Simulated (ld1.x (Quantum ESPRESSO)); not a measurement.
**Pseudopotential generation for Al: PAW, LDA (PZ)**

Do these settings give a usable potential? It is generated, then checked for transferability, scattering, ghosts and hardness.

Method: ld1.x (Quantum ESPRESSO) 7.5, LDA (PZ), scalar-relativistic.

### 1 Starting point

Typed settings, in words:

```
element                 : aluminium (Al, Z = 13)
type                    : PAW
frozen core             : [He]
valence charge          : 11
reference configuration : 2s2 2p6 3s2 3p1
partial waves           : 2s (bound): rcut 0.95, rcutus 1.15 bohr; 3s (bound): rcut 0.95, rcutus 1.15 bohr; 2p (bound): rcut 0.90, rcutus 0.95 bohr; 3p (bound): rcut 0.90, rcutus 0.95 bohr; 3d channel at 0.05 Ry: rcut 0.80, rcutus 0.95 bohr; 3d channel at 0.95 Ry: rcut 0.80, rcutus 0.95 bohr
local potential         : all-electron potential smoothed inside 1.05 bohr (lloc = -2)
core correction         : Bessel-smoothed model core inside 0.70 bohr
augmentation charge     : PSQ, inside the norm-conserving radii
```

An earlier all-electron run gives the scale for the radii.

All-electron outer shells of the reference configuration (LDA (PZ), scalar-relativistic, ld1.x):

```tsv
shell	level (eV)	outermost node (bohr)	outermost maximum (bohr)
1s	-1504.30	–	0.08
2s	-107.50	0.17	0.50
2p	-69.71	–	0.43
3s	-7.84	0.80	2.06
3p	-2.79	0.82	2.64
```

### 2 Generating the potential

Input file Al.in:

```
 &input
   title='Al', zed=13., rel=1, dft='PZ', iswitch=3,
   config='[Ne] 3s2 3p1 3d-2',
   nld=3, rlderiv=1.25, eminld=-10.0, emaxld=5.0, deld=0.04
 /
 &inputp
   pseudotype=3, lpaw=.true., tm=.true., lloc=-2, rcloc=1.05,
   nlcc=.true., new_core_ps=.true., rcore=0.70,
   which_augfun='PSQ', rmatch_augfun_nc=.true.,
   file_pseudopw='Al.UPF', file_wfcaegen='ae.wfc', file_wfcncgen='nc.wfc', file_beta='beta', file_chi='chi', file_wfcusgen='us.wfc'
 /
6
2S  1  0   2.00   0.00  0.95  1.15  0.0
3S  2  0   2.00   0.00  0.95  1.15  0.0
2P  2  1   6.00   0.00  0.90  0.95  0.0
3P  3  1   1.00   0.00  0.90  0.95  0.0
3D  3  2  -2.00   0.05  0.80  0.95  0.0
3D  3  2  -2.00   0.95  0.80  0.95  0.0
 &test
   configts(1)='2s2 2p6 3s2 3p1'
 /
```

The run is started by

```bash
$ ld1.x < Al.in > Al.out
```

The output, Al.out (without the banner and most projector matrices):

```text
     Program LD1 v.7.5
     --------------------------- All-electron run ----------------------------

     Al
     scalar relativistic calculation

     atomic number is 13.00
     dft =PZ   lsd =0 sic =0 latt =0  beta=0.20 tr2=1.0E-14
     Exchange-correlation= PZ
                           (   1   1   0   0   0   0   0)
     mesh =1135 r(mesh) = 100.48924 a.u. xmin = -7.00 dx = 0.01250
     1 Ry =  13.60569312 eV, c = 137.03599908

     n l     nl                  e(Ry)          e(Ha)          e(eV)
     1 0     1S 1( 2.00)      -110.5641       -55.2820     -1504.3012
     2 0     2S 1( 2.00)        -7.9008        -3.9504      -107.4954
     2 1     2P 1( 6.00)        -5.1237        -2.5619       -69.7115
     3 0     3S 1( 2.00)        -0.5759        -0.2880        -7.8357
     3 1     3P 1( 1.00)        -0.2050        -0.1025        -2.7889

     final scf error:  4.2E-15 reached in  21 iterations

     Etot =    -483.527466 Ry,    -241.763733 Ha,   -6578.726321 eV

     Ekin =     483.888145 Ry,     241.944073 Ha,    6583.633613 eV
     Encl =   -1158.185239 Ry,    -579.092619 Ha,  -15757.912938 eV
     Eh   =     225.717896 Ry,     112.858948 Ha,    3071.048423 eV
     Exc  =     -34.948269 Ry,     -17.474134 Ha,    -475.495419 eV

     normalization and overlap integrals

     s(1S/1S) =  1.000000  <r> =   0.1206  <r2> =    0.0196  r(max) =   0.0789
     s(2S/2S) =  1.000000  <r> =   0.6291  <r2> =    0.4751  r(max) =   0.4954
     s(2P/2P) =  1.000000  <r> =   0.6047  <r2> =    0.4656  r(max) =   0.4264
     s(3S/3S) =  1.000000  <r> =   2.5337  <r2> =    7.5170  r(max) =   2.0597
     s(3P/3P) =  1.000000  <r> =   3.4387  <r2> =   14.2581  r(max) =   2.6447

     ------------------------ End of All-electron run ------------------------

     --------------------- Generating PAW atomic setup --------------------

      Generating local potential from pseudized AE potential:
      Matching radius rcloc =   1.0500
      Enforcing V''(0)=0 (lloc=-2)

      Local pseudo, rcloc= 1.062 Estimated cut-off energy=    27.01 Ry

      Computing core charge for nlcc:

       r > 0.70 : true rho core
      Core charge pseudized with two Bessel functions
      Integrated core pseudo-charge :   0.00
      Wfc-us  2S rcutus= 1.145  Estimated cut-off energy=    40.76 Ry
      Wfc-us  3S rcutus= 1.145  Estimated cut-off energy=    85.83 Ry
      Wfc-us  2P rcutus= 0.961  Estimated cut-off energy=    88.06 Ry
      Wfc-us  3P rcutus= 0.961  Estimated cut-off energy=   162.30 Ry
      Wfc-us  3D rcutus= 0.961  Estimated cut-off energy=   111.84 Ry
      Wfc-us  3D rcutus= 0.961  Estimated cut-off energy=   112.75 Ry

     Required augmentation: PSQ   radius:    1.150000

     Q pseudized with Bessel functions
     Expected ecutrho=     667.3969 due to l1=  1   l2=  2

     Estimated PAW energy = -176.530368 Ryd

     The PAW screened D coefficients
    -4.73599    -0.60008     0.00000     0.00000     0.00000     0.00000
    -0.60008    -0.82529     0.00000     0.00000     0.00000     0.00000
     0.00000     0.00000    -7.19089    -1.39080     0.00000     0.00000
     0.00000     0.00000    -1.39080    -0.47215     0.00000     0.00000
     0.00000     0.00000     0.00000     0.00000    -0.43974    -0.45161
     0.00000     0.00000     0.00000     0.00000    -0.45161    -0.46352

     The PAW descreened D coefficients (US)
    -3.67926    -1.76750     0.00000     0.00000     0.00000     0.00000
    -1.76750    -1.89426     0.00000     0.00000     0.00000     0.00000
     0.00000     0.00000    -3.60239    -1.08621     0.00000     0.00000
     0.00000     0.00000    -1.08621    -0.51251     0.00000     0.00000
     0.00000     0.00000     0.00000     0.00000    -0.43064    -0.43998
     0.00000     0.00000     0.00000     0.00000    -0.43998    -0.44921

     ------------------- End of pseudopotential generation -------------------

     [... the all-electron block is printed once more ...]


     Computing logarithmic derivative in   1.25712
     Computing logarithmic derivative in   1.25712
     Computing the partial wave expansion
     R is outside the sphere for l=    0 j= 0.00
     R is outside the sphere for l=    0 j= 0.00
     R is outside the sphere for l=    1 j= 0.00
     R is outside the sphere for l=    1 j= 0.00
     R is outside the sphere for l=    2 j= 0.00
     R is outside the sphere for l=    2 j= 0.00

     ---------------------- Testing the pseudopotential ----------------------

     Al
     scalar relativistic calculation

     atomic number is 13.00   valence charge is 11.00
     dft = SLA  PZ   NOGX NOGC   lsd =0 sic =0 latt =0  beta=0.20 tr2=1.0E-14
     mesh =1135 r(mesh) = 100.48924 xmin = -7.00 dx = 0.01250

     n l     nl             e AE (Ry)        e PS (Ry)    De AE-PS (Ry)
     1 0     2S   1( 2.00)       -7.90076       -7.90066       -0.00011
     2 1     2P   1( 6.00)       -5.12370       -5.12360       -0.00010
     2 0     3S   1( 2.00)       -0.57591       -0.57590       -0.00001
     3 1     3P   1( 1.00)       -0.20498       -0.20497       -0.00001

     eps = 2.8E-16  iter =  6

     Etot =    -483.527466 Ry,    -241.763733 Ha,   -6578.726321 eV
     Etotps =  -176.530369 Ry,     -88.265184 Ha,   -2401.818021 eV

     Ekin =     167.548327 Ry,      83.774164 Ha,    2279.611123 eV
     Encl =    -429.430404 Ry,    -214.715202 Ha,   -5842.698289 eV
     Ehrt =     120.300145 Ry,      60.150073 Ha,    1636.766857 eV
     Ecxc =     -34.948437 Ry,     -17.474219 Ha,    -475.497712 eV
     (Ecc =      -0.001531 Ry,      -0.000765 Ha,      -0.020829 eV)

     ---------------------- End of pseudopotential test ----------------------
```

Run time: 1.8 s. Hardware: 1 thread, shared host. This counts the later configuration tests of the new file too.

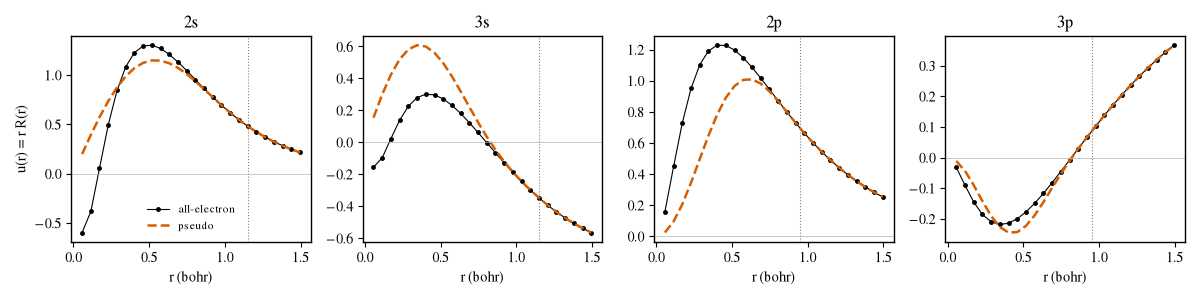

Bound waves of the atom and their pseudo partners (2s, 3s, 2p, 3p), with the matching radii dotted. The curves join 26 sampled radii.

### 3 Configuration tests

Input file Al.test.in:

```
 &input
   title='Al', zed=13., rel=1, dft='PZ', iswitch=2,
   config='[Ne] 3s2 3p1 3d-2'
 /
 &test
   file_pseudo='Al.UPF', nconf=10,
   configts(1)='2s2 2p6 3s2 3p1',
   configts(2)='2s2 2p6 3s2 3p0',
   configts(3)='2s2 2p6 3s1 3p0',
   configts(4)='2s2 2p6 3s0 3p0',
   configts(5)='2s2 2p6 3s0 3p3',
   configts(6)='2s2 2p5 3s2 3p1',
   configts(7)='2s1 2p6 3s2 3p1',
   configts(8)='2s2 2p6 3s1 3p2',
   configts(9)='2s2 2p6 3s2 3p1', lsdts(9)=1,
   configts(10)='2s2 2p6 3s1 3p0', lsdts(10)=1
 /
```

The run is started by

```bash
$ ld1.x < Al.test.in > Al.test.out
```

Al.test.out, the pseudopotential blocks, each with the warnings that came before it:

```text
     ---------------------- Testing the pseudopotential ----------------------

     Al
     scalar relativistic calculation

     atomic number is 13.00   valence charge is 11.00
     dft =SLA  PZ   NOGX NOGC   lsd =0 sic =0 latt =0  beta=0.20 tr2=1.0E-14
     mesh =1135 r(mesh) = 100.48924 xmin = -7.00 dx = 0.01250

     n l     nl             e AE (Ry)        e PS (Ry)    De AE-PS (Ry)
     1 0     2S   1( 2.00)       -7.90076       -7.90066       -0.00011
     2 1     2P   1( 6.00)       -5.12370       -5.12360       -0.00010
     2 0     3S   1( 2.00)       -0.57591       -0.57590       -0.00001
     3 1     3P   1( 1.00)       -0.20498       -0.20497       -0.00001

     eps = 2.8E-16  iter =  6

     Etot =    -483.527466 Ry,    -241.763733 Ha,   -6578.726321 eV
     Etotps =  -176.530369 Ry,     -88.265184 Ha,   -2401.818021 eV

     Ekin =     167.548327 Ry,      83.774164 Ha,    2279.611123 eV
     Encl =    -429.430404 Ry,    -214.715202 Ha,   -5842.698289 eV
     Ehrt =     120.300145 Ry,      60.150073 Ha,    1636.766858 eV
     Ecxc =     -34.948437 Ry,     -17.474219 Ha,    -475.497712 eV
     (Ecc =      -0.001531 Ry,      -0.000765 Ha,      -0.020829 eV)

     ---------------------- End of pseudopotential test ----------------------

     Warning: n=2, l=1 expected 0 nodes, found 1
     ---------------------- Testing the pseudopotential ----------------------

     Al
     [...]
     n l     nl             e AE (Ry)        e PS (Ry)    De AE-PS (Ry)
     1 0     2S   1( 2.00)       -8.51576       -8.51566       -0.00010
     2 1     2P   1( 6.00)       -5.73950       -5.73943       -0.00008
     2 0     3S   1( 2.00)       -1.09686       -1.09684       -0.00002
     3 1     3P   1( 0.00)       -0.67303       -0.67301       -0.00002

     eps = 5.4E-16  iter =  8

     Etot =    -483.097743 Ry,    -241.548871 Ha,   -6572.879633 eV
     Etotps =  -176.100643 Ry,     -88.050322 Ha,   -2395.971308 eV
     dEtot_ae =       0.429724 Ry
     dEtot_ps =       0.429725 Ry,   Delta E=      -0.000002 Ry

     [...]
     ---------------------- End of pseudopotential test ----------------------

     ---------------------- Testing the pseudopotential ----------------------

     Al
     [...]
     n l     nl             e AE (Ry)        e PS (Ry)    De AE-PS (Ry)
     1 0     2S   1( 2.00)       -9.41847       -9.41836       -0.00010
     2 1     2P   1( 6.00)       -6.64206       -6.64197       -0.00009
     2 0     3S   1( 1.00)       -1.75925       -1.75922       -0.00002
     3 1     3P   1( 0.00)       -1.27835       -1.27832       -0.00003

     eps = 2.2E-15  iter =  7

     Etot =    -481.673544 Ry,    -240.836772 Ha,   -6553.502421 eV
     Etotps =  -174.676429 Ry,     -87.338215 Ha,   -2376.593895 eV
     dEtot_ae =       1.853922 Ry
     dEtot_ps =       1.853939 Ry,   Delta E=      -0.000017 Ry

     [...]
     ---------------------- End of pseudopotential test ----------------------

     ---------------------- Testing the pseudopotential ----------------------

     Al
     [...]
     n l     nl             e AE (Ry)        e PS (Ry)    De AE-PS (Ry)
     1 0     2S   1( 2.00)      -10.43674      -10.43686        0.00012
     2 1     2P   1( 6.00)       -7.65948       -7.65964        0.00017
     2 0     3S   1( 0.00)       -2.36529       -2.36536        0.00008
     3 1     3P   1( 0.00)       -1.82391       -1.82390       -0.00000

     eps = 1.1E-16  iter =  7

     Etot =    -479.583633 Ry,    -239.791817 Ha,   -6525.067739 eV
     Etotps =  -172.586466 Ry,     -86.293233 Ha,   -2348.158492 eV
     dEtot_ae =       3.943833 Ry
     dEtot_ps =       3.943903 Ry,   Delta E=      -0.000070 Ry

     [...]
     ---------------------- End of pseudopotential test ----------------------

     ---------------------- Testing the pseudopotential ----------------------

     Al
     [...]
     n l     nl             e AE (Ry)        e PS (Ry)    De AE-PS (Ry)
     1 0     2S   1( 2.00)       -8.15122       -8.15107       -0.00015
     2 1     2P   1( 6.00)       -5.37181       -5.37160       -0.00021
     2 0     3S   1( 0.00)       -0.68961       -0.68961        0.00000
     3 1     3P   1( 3.00)       -0.28998       -0.28997       -0.00001

     eps = 1.7E-15  iter = 13

     Etot =    -482.755335 Ry,    -241.377667 Ha,   -6568.220939 eV
     Etotps =  -175.758221 Ry,     -87.879110 Ha,   -2391.312416 eV
     dEtot_ae =       0.772131 Ry
     dEtot_ps =       0.772148 Ry,   Delta E=      -0.000016 Ry

     [...]
     ---------------------- End of pseudopotential test ----------------------

     ---------------------- Testing the pseudopotential ----------------------

     Al
     [...]
     n l     nl             e AE (Ry)        e PS (Ry)    De AE-PS (Ry)
     1 0     2S   1( 2.00)       -9.83537       -9.83420       -0.00117
     2 1     2P   1( 5.00)       -7.11596       -7.11490       -0.00106
     2 0     3S   1( 2.00)       -1.34355       -1.34367        0.00012
     3 1     3P   1( 1.00)       -0.85447       -0.85433       -0.00014

     eps = 1.9E-15  iter = 15

     Etot =    -477.436094 Ry,    -238.718047 Ha,   -6495.848984 eV
     Etotps =  -170.438469 Ry,     -85.219234 Ha,   -2318.933503 eV
     dEtot_ae =       6.091372 Ry
     dEtot_ps =       6.091900 Ry,   Delta E=      -0.000528 Ry

     [...]
     ---------------------- End of pseudopotential test ----------------------

     ---------------------- Testing the pseudopotential ----------------------

     Al
     [...]
     n l     nl             e AE (Ry)        e PS (Ry)    De AE-PS (Ry)
     1 0     2S   1( 1.00)       -9.78889       -9.78797       -0.00092
     2 1     2P   1( 6.00)       -7.04575       -7.04491       -0.00084
     2 0     3S   1( 2.00)       -1.34273       -1.34278        0.00005
     3 1     3P   1( 1.00)       -0.85245       -0.85234       -0.00011

     eps = 1.7E-15  iter = 15

     Etot =    -474.704605 Ry,    -237.352302 Ha,   -6458.685175 eV
     Etotps =  -167.707222 Ry,     -83.853611 Ha,   -2281.773001 eV
     dEtot_ae =       8.822861 Ry
     dEtot_ps =       8.823146 Ry,   Delta E=      -0.000285 Ry

     [...]
     ---------------------- End of pseudopotential test ----------------------

     ---------------------- Testing the pseudopotential ----------------------

     Al
     [...]
     n l     nl             e AE (Ry)        e PS (Ry)    De AE-PS (Ry)
     1 0     2S   1( 2.00)       -8.03182       -8.03167       -0.00015
     2 1     2P   1( 6.00)       -5.25367       -5.25349       -0.00018
     2 0     3S   1( 1.00)       -0.63716       -0.63715       -0.00001
     3 1     3P   1( 2.00)       -0.25069       -0.25068       -0.00001

     eps = 4.4E-15  iter =  8

     Etot =    -483.148556 Ry,    -241.574278 Ha,   -6573.570989 eV
     Etotps =  -176.151450 Ry,     -88.075725 Ha,   -2396.662569 eV
     dEtot_ae =       0.378910 Ry
     dEtot_ps =       0.378919 Ry,   Delta E=      -0.000009 Ry

     [...]
     ---------------------- End of pseudopotential test ----------------------

     ---------------------- Testing the pseudopotential ----------------------

     Al
     [...]
     n l     nl             e AE (Ry)        e PS (Ry)    De AE-PS (Ry)
     1 0     2S   1( 1.00)       -7.89780       -7.89769       -0.00010
     2 1     2P   1( 3.00)       -5.12137       -5.12126       -0.00011
     2 0     3S   1( 1.00)       -0.59287       -0.59286       -0.00001
     3 1     3P   1( 1.00)       -0.22059       -0.22058       -0.00001
     1 0     2S   2( 1.00)       -7.89300       -7.89288       -0.00011
     2 1     2P   2( 3.00)       -5.11523       -5.11513       -0.00010
     2 0     3S   2( 1.00)       -0.54881       -0.54880       -0.00001
     3 1     3P   2( 0.00)       -0.18010       -0.18009       -0.00001

     eps = 4.4E-15  iter =  6

     Etot =    -483.537442 Ry,    -241.768721 Ha,   -6578.862050 eV
     Etotps =  -176.540347 Ry,     -88.270173 Ha,   -2401.953779 eV
     dEtot_ae =      -0.009976 Ry
     dEtot_ps =      -0.009978 Ry,   Delta E=       0.000002 Ry

     [...]
     ---------------------- End of pseudopotential test ----------------------

     ---------------------- Testing the pseudopotential ----------------------

     Al
     [...]
     n l     nl             e AE (Ry)        e PS (Ry)    De AE-PS (Ry)
     1 0     2S   1( 1.00)       -9.42022       -9.42011       -0.00010
     2 1     2P   1( 3.00)       -6.64425       -6.64418       -0.00007
     2 0     3S   1( 1.00)       -1.80641       -1.80639       -0.00002
     3 1     3P   1( 0.00)       -1.32028       -1.32025       -0.00003
     1 0     2S   2( 1.00)       -9.40521       -9.40510       -0.00011
     2 1     2P   2( 3.00)       -6.62783       -6.62771       -0.00012
     2 0     3S   2( 0.00)       -1.65388       -1.65387       -0.00002
     3 1     3P   2( 0.00)       -1.17855       -1.17853       -0.00002

     eps = 1.1E-16  iter =  9

     Etot =    -481.704947 Ry,    -240.852474 Ha,   -6553.929691 eV
     Etotps =  -174.707834 Ry,     -87.353917 Ha,   -2377.021176 eV
     dEtot_ae =       1.822519 Ry
     dEtot_ps =       1.822535 Ry,   Delta E=      -0.000016 Ry

     [...]
     ---------------------- End of pseudopotential test ----------------------
```

Energies count from the reference configuration 2s2 2p6 3s2 3p1; the error is all-electron less pseudo. Spin-polarised rows fill open shells by Hund's rule and count from the unpolarised reference. A star marks tests that logged a warning.

```csv
valence configuration,charge,ΔE all-electron (eV),error AE − PS (meV)
2s2 2p6 3s2 3p0 *,+1,5.847,0.0
2s2 2p6 3s1 3p0,+2,25.224,-0.2
2s2 2p6 3s0 3p0,+3,53.659,-1.0
2s2 2p6 3s0 3p3,0,10.505,-0.2
2s2 2p5 3s2 3p1,+1,82.877,-7.2
2s1 2p6 3s2 3p1,+1,120.041,-3.9
2s2 2p6 3s1 3p2,0,5.155,-0.1
2s2 2p6 3s2 3p1 (spin-polarised),0,-0.136,0.0
2s2 2p6 3s1 3p0 (spin-polarised),+2,24.797,-0.2
```

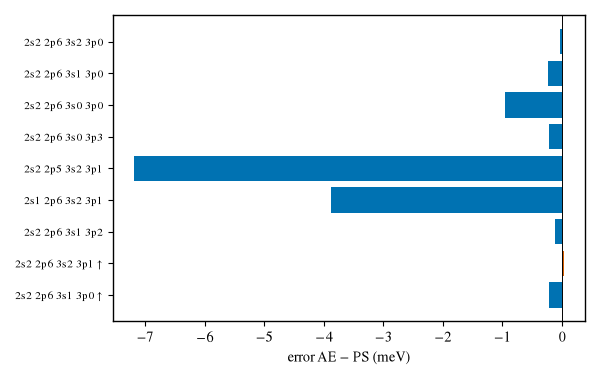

Error of the potential in each test configuration; ↑ marks spin-polarised tests.

### 4 Does it scatter like the atom?

Taken from the files of the generation run. The phase is arctan(r·u′/u) with u = r·R, unwrapped, with energies in Ry. A pole is an energy at which the radial function vanishes at the test radius. The pseudo phase is shifted by a multiple of π to meet the all-electron one at the reference energy. Levels narrower than the energy grid can be missing from the poles. The last column is the largest difference on the grid between −1 and +1 Ry.

| channel | radius (bohr) | reference (Ry) | poles AE | poles PS | window around the reference with phases within 0.05 rad (Ry) | largest difference near zero (rad) |
| --- | --- | --- | --- | --- | --- | --- |
| s | 1.26 | -0.58 | -7.13 | -7.13 | the whole range | 0.000 |
| p | 1.26 | -0.20 | -4.38 | -4.38 | the whole range | 0.000 |
| d | 1.26 | 0.05 | none | none | the whole range | 0.000 |

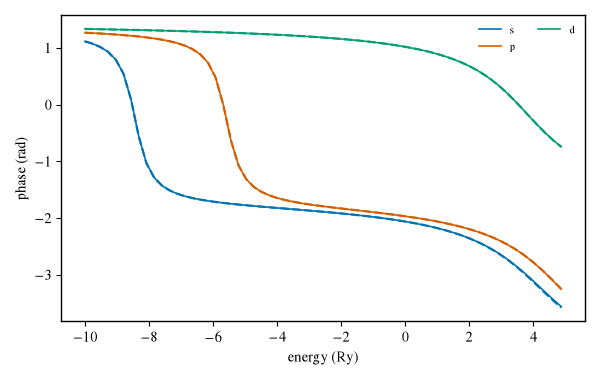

All-electron (solid) and pseudo (dashed) phases against energy.

### 5 Cutoff and ghost test in a Bessel basis

This step uses the generator's waves and projectors in a separate script. Basis: spherical Bessel functions vanishing at 20 bohr, q² up to the cutoff; potential fixed at the reference.

All-electron valence levels (Ry): 2s -7.9008, 3s -0.5759, 2p -5.1237, 3p -0.2050. The lowest levels of each channel (Ry) by cutoff; the last column sums, over occupied levels, occupation times the distance from the level at 400 Ry. A positive value at high cutoff is not a bound level.

| cutoff (Ry) | s #1 | s #2 | p #1 | p #2 | d #1 | f #1 | Σ f·Δε (mRy) |
| --- | --- | --- | --- | --- | --- | --- | --- |
| 8 | -6.7717 | -0.3747 | -1.4516 | -0.0387 | 0.0469 | 0.1041 | 24860.0 |
| 21 | -7.8089 | -0.4890 | -3.8573 | -0.1246 | 0.0467 | 0.1041 | 8036.9 |
| 40 | -7.8986 | -0.5367 | -4.9065 | -0.1677 | 0.0467 | 0.1041 | 1423.4 |
| 70 | -7.9005 | -0.5745 | -5.1126 | -0.1884 | 0.0467 | 0.1041 | 86.9 |
| 110 | -7.9008 | -0.5757 | -5.1227 | -0.2031 | 0.0467 | 0.1041 | 8.3 |
| 160 | -7.9008 | -0.5759 | -5.1236 | -0.2049 | 0.0467 | 0.1041 | 0.8 |
| 200 | -7.9008 | -0.5759 | -5.1236 | -0.2049 | 0.0467 | 0.1041 | 0.5 |
| 400 | -7.9008 | -0.5759 | -5.1237 | -0.2050 | 0.0467 | 0.1041 | 0.0 |

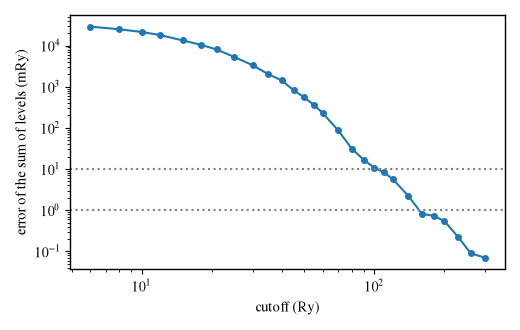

Occupation-weighted error of the valence levels against the cutoff; the dotted lines mark 10 and 1 mRy.

The sum stays within 10 mRy from 110 Ry and within 1 mRy from 160 Ry. The sum leaves out empty levels, which can need more. Ghost test: no level below the all-electron spectrum of its channel (s, p, d, f tested).

### 6 What came out

```
                                                quantity                          value
               cutoffs for 10 and 1 mRy, occupied levels              110 Ry and 160 Ry
                                            bound ghosts                     none found
         largest test error (AE − PS), unpolarised tests  -7.2 meV, for 2s2 2p5 3s2 3p1
largest phase difference near zero energy, channels read                      0.000 rad
         lowest eigenvalue of the overlap (Bessel basis)                      0.124 (s)
               density cutoff estimated by the generator                         667 Ry
```

What this shows: By total energies transferability is good: the largest error is 7.2 meV on 82.9 eV, for 2s2 2p5 3s2 3p1. By its cutoff, 110 Ry for the looser tolerance, it is hard. It is free of bound ghosts as far as tested. Near zero energy the phases of the channels with partial waves agree within 0.001 rad. All of this concerns the isolated atom, not yet a solid.
